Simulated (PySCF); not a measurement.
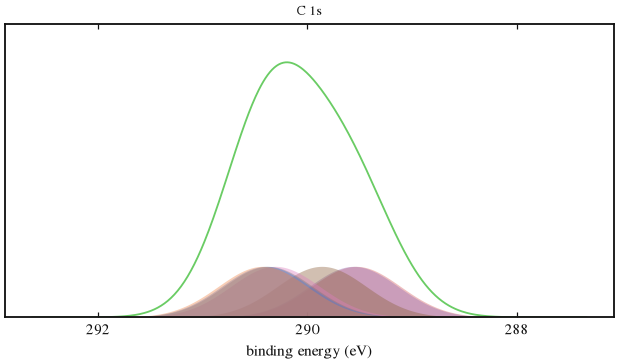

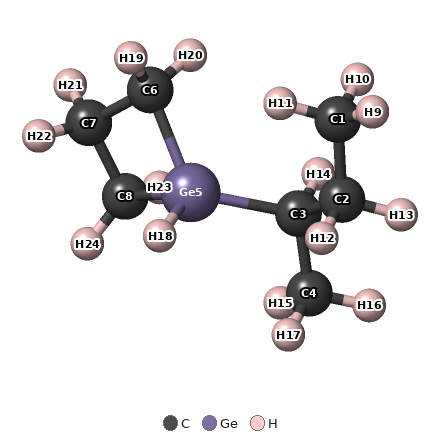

Simulated XPS of C₇H₁₆Ge, SMILES CC[C@@H](C)[GeH]1[CH2]C[CH2]1, singlet. Vertical core-electron binding energies by ΔSCF (SCAN, pcX-2 on the ionised atom, pcseg-1 elsewhere, spin-free X2C; PySCF 2.14.0, at a PBE0-D3(BJ)/def2-SVP geometry (no frequency check)), gas phase, against the vacuum level. One atom of each kind was ionised; within a panel, areas follow the number of like atoms, Gaussians of 1.0 eV full width. Only the regions named are shown. Lines closer than the width merge in the curve.

Q: Which atoms give which peak?

A:
| level | atoms | binding energy (eV) |
| --- | --- | --- |
| C 1s | C1 | 290.4 |
| C 1s | C4 | 290.4 |
| C 1s | C2 | 290.4 |
| C 1s | C7 | 290.3 |
| C 1s | C3 | 289.9 |
| C 1s | C8 | 289.6 |
| C 1s | C6 | 289.5 |

Q: How large is the chemical shift across the C 1s region?

A: 0.9 eV, from C6 at 289.5 eV to C1 at 290.4 eV.

Note: one conformer of a flexible molecule.
